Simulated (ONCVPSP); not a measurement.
Pseudopotential generation, with input and output: Tm

Thulium (Tm, Z = 69), core [Kr] 4d10, reference valence 4f13 5s2 5p6 6s1.75 6p0.25, valence charge 23. Computed at this level: ONCV potential, PBE, scalar-relativistic, made with ONCVPSP 4.0.1.

Summary:

- outcome: generated, with a ghost state
- cutoffs needed: 96 Ha and 313 Ha (the cutoffs at which the residual kinetic energy of the hardest occupied pseudo-wave falls to 1 and 0.1 mHa per electron)
- ghost test: GHOST(-) flagged for s at -437.6 eV, p at -29.3 eV; GHOST(+) flagged for d at 157.8 eV
- configuration tests: 1 of 4 tests not solved
- rms error of d²Exc/dni dnj: 4.11 mHa without and 1.91 mHa with the model core
- largest excitation error among the tests solved: +25 meV (all-electron minus pseudo) for 4f13 5s2 5p6 6s0 6p0
- range over which the phases arctan(r R′/R) at the test radius agree within 0.05 rad (a looser test near the poles than one of phase shifts): s: up to about 4.6 Ha; d: up to about 4.1 Ha; f: between about -0.6 and 1.2 Ha; p: not judged, the stored energies step over a narrow level
- hardware: 1 CPU thread, shared host
- wall time: 5.3 s

Remarks:

The potential has a bound ghost state, so it can't be used as it stands. Warnings of the program, in the generation or the tests: wellstate: moderately localized bound state found for n= 5 l= 2; psatom: WARNING lschvkbb convergence error n,l,iter= 2 1 17.

Input file:
```
# ATOM AND REFERENCE CONFIGURATION
# atsym  z   nc   nv     iexc    psfile
  Tm 69.00    9    5        4      upf
#
#   n    l    f
    1    0    2.00
    2    0    2.00
    2    1    6.00
    3    0    2.00
    3    1    6.00
    3    2   10.00
    4    0    2.00
    4    1    6.00
    4    2   10.00
    4    3   13.00
    5    0    2.00
    5    1    6.00
    6    0    1.75
    6    1    0.25
#
# PSEUDOPOTENTIAL AND OPTIMIZATION
# lmax
    3
#
#   l,   rc,      ep,       ncon, nbas, qcut
    0    2.10    0.00    5    8    4.60
    1    2.10    0.00    5    9    6.50
    2    1.90    0.08    3    7    5.00
    3    1.15    0.00    5   10   13.90
#
# LOCAL POTENTIAL
# lloc, lpopt,  rc(5),   dvloc0
    3    5    1.15    0.00
#
# VANDERBILT-KLEINMAN-BYLANDER PROJECTORs
# l, nproj, debl
    0    2    2.40
    1    3    1.00
    2    2    1.80
    3    0    2.10
#
# MODEL CORE CHARGE
# icmod, fcfact, rcfact
    1    0.25    0.00
#
# LOG DERIVATIVE ANALYSIS
# epsh1, epsh2, depsh
   -3.00    5.00    0.02
#
# OUTPUT GRID
# rlmax, drl
    6.00    0.01
#
# TEST CONFIGURATIONS
# ncnf
    4
# nvcnf
#   n    l    f
    5
    4    3   13.00
    5    0    2.00
    5    1    6.00
    6    0    2.00
    6    1    0.00
#
    5
    4    3   13.00
    5    0    2.00
    5    1    6.00
    6    0    1.00
    6    1    0.00
#
    5
    4    3   13.00
    5    0    2.00
    5    1    6.00
    6    0    0.00
    6    1    0.00
#
    5
    4    3   13.00
    5    0    2.00
    5    1    5.00
    6    0    2.00
    6    1    0.00
#
```

Launched with:
```bash
oncvpsp.x < Tm.dat > Tm.out
```

Log (extracts):
```
ONCVPSP  (Optimized Norm-Conservinng Vanderbilt PSeudopotential)
scalar-relativistic version 4.0.1

#   n    l    f        energy (Ha)
    1    0    2.00    -2.1789510E+03
    2    0    2.00    -3.6763104E+02
    2    1    6.00    -3.2456448E+02
    3    0    2.00    -8.2634354E+01
    3    1    6.00    -6.9595789E+01
    3    2   10.00    -5.3510999E+01
    4    0    2.00    -1.6289612E+01
    4    1    6.00    -1.2006300E+01
    4    2   10.00    -6.3211902E+00
    4    3   13.00    -1.2848001E-01
    5    0    2.00    -1.9769119E+00
    5    1    6.00    -1.0039019E+00
    6    0    1.75    -1.5113828E-01
    6    1    0.25    -4.8071918E-02

Reference configufation results
  iterations    52
  all-electron total energy (Ha)   -1.35674449D+04

Begin loop to  construct optimized pseudo wave functions
and semi-local pseudopoentials for all angular momenta

Calculating optimized projector #   1

 for l=   0

    Fraction of norm inside rc  0.965672
    Optimizing pswf for qcut=   4.59 a_B^-1,  ecut=  10.54 Ha
    Residual kinetic energy error=  1.36D-03 Ha

    Energy error per electron        Cutoff
         Ha          eV             Ha
         0.01000     0.27211        6.62
         0.00100     0.02721       12.20
         0.00010     0.00272       34.76
         0.00001     0.00027       40.73

Calculating optimized projector #   2

 for l=   0

    Fraction of norm inside rc  0.061638
    Optimizing pswf for qcut=   4.59 a_B^-1,  ecut=  10.54 Ha
    Residual kinetic energy error=  5.32D-04 Ha

    Energy error per electron        Cutoff
         Ha          eV             Ha
         0.01000     0.27211        2.89
         0.00100     0.02721        9.36
         0.00010     0.00272       20.94
         0.00001     0.00027       42.07

   Wellstate for l =  1  n =  7
     eigenvalue =   0.9519
     asymptotic potential =   1.4519
     half-point radius =  4.9820

Calculating optimized projector #   1

 for l=   1

    Fraction of norm inside rc  0.881365
    Optimizing pswf for qcut=   6.50 a_B^-1,  ecut=  21.13 Ha
    Residual kinetic energy error=  7.53D-06 Ha

    Energy error per electron        Cutoff
         Ha          eV             Ha
         0.01000     0.27211        6.18
         0.00100     0.02721       13.04
         0.00010     0.00272       17.37
         0.00001     0.00027       20.71

Calculating optimized projector #   2

 for l=   1

    Fraction of norm inside rc  0.020990
    Optimizing pswf for qcut=   6.50 a_B^-1,  ecut=  21.13 Ha
    Residual kinetic energy error=  1.06D-06 Ha

    Energy error per electron        Cutoff
         Ha          eV             Ha
         0.01000     0.27211        3.70
         0.00100     0.02721        5.96
         0.00010     0.00272       13.08
         0.00001     0.00027       17.94

Calculating optimized projector #   3

 for l=   1

    Fraction of norm inside rc  0.093490
    Optimizing pswf for qcut=   6.50 a_B^-1,  ecut=  21.13 Ha
    Residual kinetic energy error=  1.50D-05 Ha

    Energy error per electron        Cutoff
         Ha          eV             Ha
         0.01000     0.27211        5.81
         0.00100     0.02721       12.97
         0.00010     0.00272       18.25
         0.00001     0.00027       22.28

WARNING wellstate: moderately localized bound state found for n= 5 l=  2
WARNING scattering state with energy  0.05000000
WARNING will be used for the first projector

   Wellstate for l =  2  n =  5
     eigenvalue =   0.0500
     asymptotic potential =   0.5500
     half-point radius =  3.6834

   Wellstate for l =  2  n =  7
     eigenvalue =   1.8500
     asymptotic potential =   2.3500
     half-point radius =  4.3784

Calculating optimized projector #   1

 for l=   2

    Fraction of norm inside rc  0.391182
    Optimizing pswf for qcut=   5.00 a_B^-1,  ecut=  12.48 Ha
    Residual kinetic energy error=  7.47D-05 Ha

    Energy error per electron        Cutoff
         Ha          eV             Ha
         0.01000     0.27211        7.34
         0.00100     0.02721       10.01
         0.00010     0.00272       12.19
         0.00001     0.00027       26.48

Calculating optimized projector #   2

 for l=   2

    Fraction of norm inside rc  0.117355
    Optimizing pswf for qcut=   5.00 a_B^-1,  ecut=  12.48 Ha
    Residual kinetic energy error=  2.70D-04 Ha

    Energy error per electron        Cutoff
         Ha          eV             Ha
         0.01000     0.27211        8.41
         0.00100     0.02721       11.13
         0.00010     0.00272       13.85
         0.00001     0.00027       22.37

Calculating optimized projector #   1

 for l=   3

    Fraction of norm inside rc  0.823256
    Optimizing pswf for qcut=  13.90 a_B^-1,  ecut=  96.54 Ha
    Residual kinetic energy error=  8.83D-04 Ha

    Energy error per electron        Cutoff
         Ha          eV             Ha
         0.01000     0.27211       84.23
         0.00100     0.02721       96.48
         0.00010     0.00272      313.28

Construct Vanderbilt / Kleinmman-Bylander projectors

B matrix Hermiticity error, ll=   0
   1   2    1.5898E-04

  Orthonormal projector coefficients  2.9826E+01  2.4462E+00

B matrix Hermiticity error, ll=   1
   1   2    4.4661E-05
   1   3   -1.8915E-04
   2   3    2.1325E-05

  Orthonormal projector coefficients  2.8936E+01  2.8114E+00  1.3145E+00

B matrix Hermiticity error, ll=   2
   1   2   -1.3324E-04

  Orthonormal projector coefficients  1.7554E+01  6.9013E-01

Model core correction analysis
  based on d2Exc/dn_idn_j

d2excae - all-electron derivatives

   -1.955953D-02   -1.190378D-02   -8.685100D-03   -6.391341D-04
   -2.721486D-04
   -1.188736D-02   -2.601466D-02   -2.223662D-02   -9.569292D-04
   -5.801915D-04
   -8.680631D-03   -2.231891D-02   -2.212434D-02   -7.971841D-04
   -4.292790D-04
   -6.983502D-04   -1.142203D-03   -1.146668D-03   -1.620928D-04
   -1.447508D-05
   -2.799203D-04   -6.016764D-04   -4.743951D-04   -2.484624D-05
   -1.514667D-05

d2excps - pseudofunction derivatives with no core correction

   -3.644331D-02   -1.929888D-02   -1.158539D-02   -1.139671D-03
   -4.031404D-04
   -1.928270D-02   -2.325756D-02   -2.098725D-02   -8.570748D-04
   -5.412132D-04
   -1.158095D-02   -2.106989D-02   -2.215381D-02   -7.514896D-04
   -4.356912D-04
   -1.199246D-03   -1.043323D-03   -1.102915D-03   -1.563931D-04
   -1.235132D-05
   -4.109603D-04   -5.628118D-04   -4.810574D-04   -2.278202D-05
   -1.552562D-05

rms 2nd derivative error    4.111205E-03

Polynomial model core charge

d2excps - pseudofunction derivatives with core correction

   -2.505707D-02   -1.476921D-02   -9.934438D-03   -8.071961D-04
   -3.253352D-04
   -1.475289D-02   -2.082205D-02   -1.959622D-02   -7.051996D-04
   -4.794705D-04
   -9.929993D-03   -1.967838D-02   -2.126300D-02   -6.721816D-04
   -3.976319D-04
   -8.664193D-04   -8.904240D-04   -1.021612D-03   -1.457295D-04
   -8.732073D-06
   -3.331080D-04   -5.009434D-04   -4.427386D-04   -1.910359D-05
   -1.384478D-05

rms 2nd derivative error    1.914770E-03

Pseudoatom total energy -213.128524

Diagnostic tests using Vanderbilt-Kleinman-Bylander pseudopotentials
  1 or more projectors used as specified by nproj input data

   l    rcore       rmatch      e in        delta e   norm test  slope test

   0   2.1070477   2.1710222  -1.9769119   0.0000016   1.0001600   1.0001500
   0   2.1070477   2.1710222  -0.1511383   0.0000013   1.0000228   1.0000181

   1   2.1070477   2.1710222  -1.0039019   0.0000039   1.0001214   1.0001298
   1   2.1070477   2.1710222  -0.0480719   0.0000009   1.0000370   1.0000269
   1   2.1070477   2.1710222   0.9519281   0.0000243   1.0002229   1.0002229

   2   1.9033063   1.9610948   0.0500000  -0.0000151   1.0000910   1.0000910
   2   1.9033063   1.9610948   1.8500000   0.0000031   1.0002887   1.0002887

   3   1.1515381   1.1865013  -0.1284800   0.0000067   1.0000093   0.9999902

 Testing for bound ghosts
   n   l    E NL Schr. Eq   E Basis Diag.   E Cutoff

       0                      -16.080715     59.65  WARNING - GHOST(-)
   1   0       -1.976910       -1.971688     59.65
   2   0       -0.151137       -0.117546     59.65

       1                       -1.075642    112.88  WARNING - GHOST(-)
   2   1       -1.003898       -1.002647    112.88
   3   1       -0.048071        0.050016    112.88

   3   2       -0.039303       -0.004394     70.93

 Testing for highly-localized positive-energy ghosts
       l    <radius>/rc     E Basis Diag.   E Cutoff

       2        0.579616        5.798911     70.93  WARNING - GHOST(+)

Test configuration 0

   n   l     f        eae           eps        diff
   1   0  2.0000-2178.95095868
   2   0  2.0000 -367.63104018
   2   1  6.0000 -324.56447860
   3   0  2.0000  -82.63435374
   3   1  6.0000  -69.59578940
   3   2 10.0000  -53.51099903
   4   0  2.0000  -16.28961230
   4   1  6.0000  -12.00630025
   4   2 10.0000   -6.32119018
   4   3 13.0000   -0.12848001   -0.12847334    6.67D-06
   5   0  2.0000   -1.97691192   -1.97691030    1.63D-06
   5   1  6.0000   -1.00390188   -1.00389794    3.93D-06
   6   0  1.7500   -0.15113828   -0.15113701    1.26D-06
   6   1  0.2500   -0.04807192   -0.04807100    9.18D-07

    Total energies and differences
      AE_ref= -1.35674449D+04  AE_tst= -1.35674449D+04  dif=  0.00D+00
      PS_ref= -2.13128524D+02  PS_tst= -2.13128524D+02  dif= -4.83D-13
      PSP excitation error=  4.83D-13

Test configuration 1

   n   l     f        eae           eps        diff
   1   0  2.0000-2178.93609947
   2   0  2.0000 -367.61628985
   2   1  6.0000 -324.54971349
   3   0  2.0000  -82.61978265
   3   1  6.0000  -69.58121505
   3   2 10.0000  -53.49640534
   4   0  2.0000  -16.27494387
   4   1  6.0000  -11.99159863
   4   2 10.0000   -6.30644257
   4   3 13.0000   -0.11362534   -0.11351246    1.13D-04
   5   0  2.0000   -1.96153229   -1.96165441   -1.22D-04
   5   1  6.0000   -0.98861819   -0.98872886   -1.11D-04
   6   0  2.0000   -0.14239114   -0.14239611   -4.97D-06

    Total energies and differences
      AE_ref= -1.35674449D+04  AE_tst= -1.35674707D+04  dif= -2.57D-02
      PS_ref= -2.13128524D+02  PS_tst= -2.13154064D+02  dif= -2.55D-02
      PSP excitation error= -2.05D-04

Test configuration 2

   n   l     f        eae           eps        diff
   1   0  2.0000-2179.18145025
   2   0  2.0000 -367.86067234
   2   1  6.0000 -324.79423569
   3   0  2.0000  -82.86282491
   3   1  6.0000  -69.82428369
   3   2 10.0000  -53.73959894
   4   0  2.0000  -16.51851293
   4   1  6.0000  -12.23538089
   4   2 10.0000   -6.55051365
   4   3 13.0000   -0.35825179   -0.35844133   -1.90D-04
   5   0  2.0000   -2.20891240   -2.20853112    3.81D-04
   5   1  6.0000   -1.23549232   -1.23538814    1.04D-04
   6   0  1.0000   -0.33684283   -0.33680455    3.83D-05

    Total energies and differences
      AE_ref= -1.35674449D+04  AE_tst= -1.35672322D+04  dif=  2.13D-01
      PS_ref= -2.13128524D+02  PS_tst= -2.12916607D+02  dif=  2.12D-01
      PSP excitation error=  7.56D-04

Test configuration 3

   n   l     f        eae           eps        diff
   1   0  2.0000-2179.47041479
   2   0  2.0000 -368.14770883
   2   1  6.0000 -325.08147354
   3   0  2.0000  -83.14768073
   3   1  6.0000  -70.10917674
   3   2 10.0000  -54.02468626
   4   0  2.0000  -16.80419009
   4   1  6.0000  -12.52137679
   4   2 10.0000   -6.83692581
   4   3 13.0000   -0.64510349   -0.64607150   -9.68D-04
   5   0  2.0000   -2.49923713   -2.49812500    1.11D-03
   5   1  6.0000   -1.52370586   -1.52312739    5.78D-04

    Total energies and differences
      AE_ref= -1.35674449D+04  AE_tst= -1.35667874D+04  dif=  6.58D-01
      PS_ref= -2.13128524D+02  PS_tst= -2.12471859D+02  dif=  6.57D-01
      PSP excitation error=  9.03D-04

Test configuration 4

psatom: WARNING lschvkbb convergence error n,l,iter=   2   1  17
ea(ii),et,emin,emax -1.106419E+00 -1.217061E+00 -1.217061E+00 -1.217061E+00
run_config: WARNING for fully non-local PS atom, stg. 1
 WARNING no output for configuration 5
```

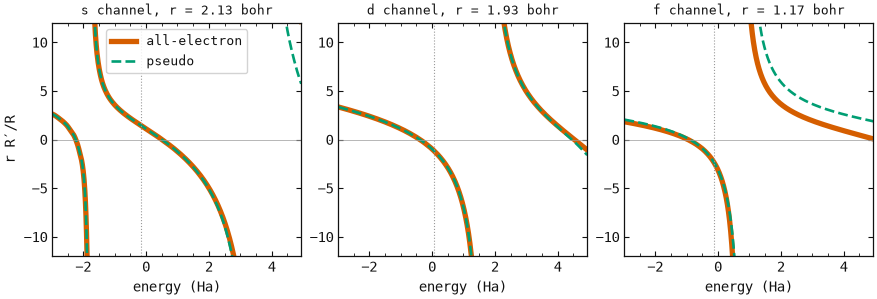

*Logarithmic derivatives r R′/R at the test radius against energy, all-electron atom (solid) and pseudo-atom (dashed). Here R(r) is the radial function. The dotted line marks the reference energy of the channel. Not drawn: p: not judged, the stored energies step over a narrow level.*

- Zeros of the logarithmic derivative: s: all-electron -2.2 and 0.5 Ha, pseudo -2.2 and 0.5 Ha; d: all-electron -0.4 and 4.5 Ha, pseudo -0.4 and 4.4 Ha; f: all-electron -1.0 Ha, pseudo -0.9 Ha.
- Poles, where the radial function vanishes at the test radius: s: all-electron at -1.8 and 3.8 Ha, pseudo at -1.8 and 3.6 Ha; d: all-electron at 1.7 Ha, pseudo at 1.7 Ha; f: all-electron at 0.7 Ha, pseudo at 0.8 Ha. The potential isn't sound: its ghost test gives GHOST(-) flagged for s at -437.6 eV, p at -29.3 eV; GHOST(+) flagged for d at 157.8 eV.

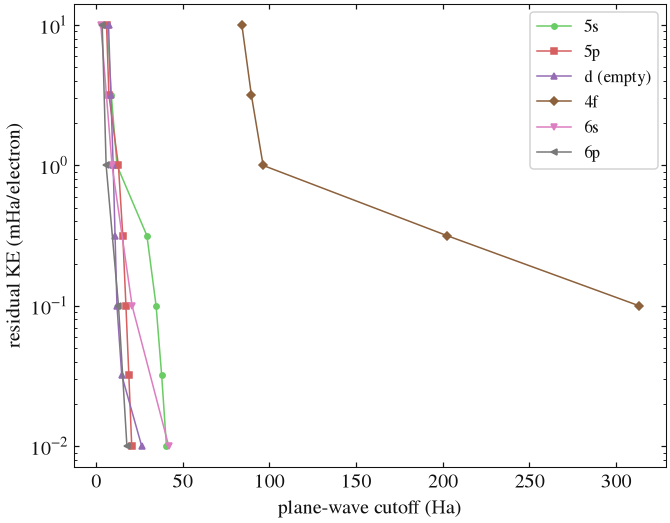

*Residual kinetic energy of the pseudo-waves (the first of each channel, and further valence shells) beyond the plane-wave cutoff, as the generator prints it.*

- Cutoffs for 1 mHa per electron: 4f: 96 Ha; 5p: 13 Ha; 5s: 12 Ha; d (empty): 10 Ha; 6s: 9.4 Ha; 6p: 6.0 Ha.
- Hardest wave at 1 mHa per electron: 4f, with rc = 1.15 bohr and qcut = 13.9 1/bohr. The optimisation minimises, but can't always remove, the kinetic energy above qcut²/2 = 96.6 Ha, and a larger rc would as a rule soften the wave at some cost in transferability.
- Cutoffs for the occupied states: 96 Ha for 1 mHa and 313 Ha for 0.1 mHa per electron. The first is set by 4f.

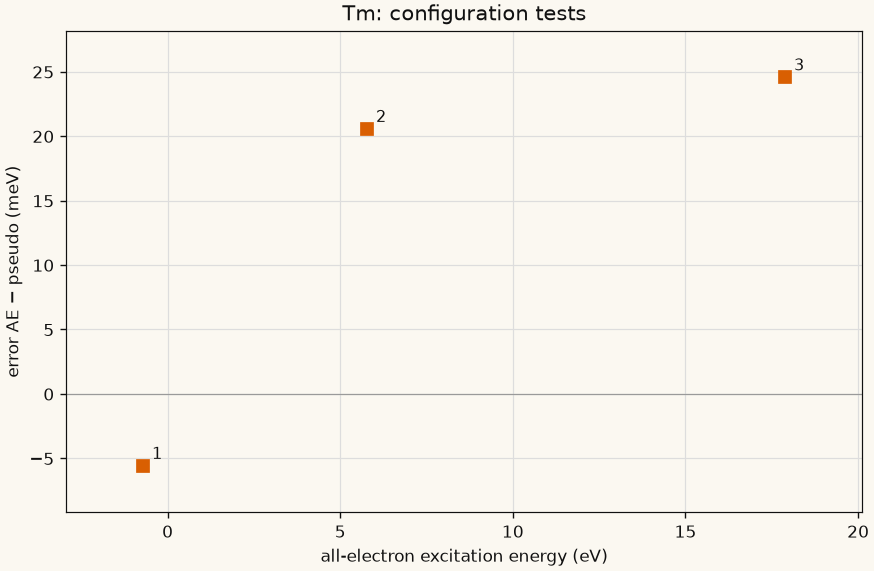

*Errors, all-electron minus pseudo, of the energies of valence configurations relative to the unpolarised reference 4f13 5s2 5p6 6s1.75 6p0.25. Points: 1 = 4f13 5s2 5p6 6s2 6p0; 2 = 4f13 5s2 5p6 6s1 6p0; 3 = 4f13 5s2 5p6 6s0 6p0. Not all tests gave a result: 1 of 4 tests not solved.*

- Worst configuration: 4f13 5s2 5p6 6s0 6p0 (charge +2): the error is +25 meV on an all-electron energy of +17.89 eV relative to the reference, or 0.14 %.
- Errors in meV: 4f13 5s2 5p6 6s2 6p0: -5.6; 4f13 5s2 5p6 6s1 6p0: +21; 4f13 5s2 5p6 6s0 6p0: +25.
- Configurations within 10 meV and within 50 meV: 1 and 3 of 3.
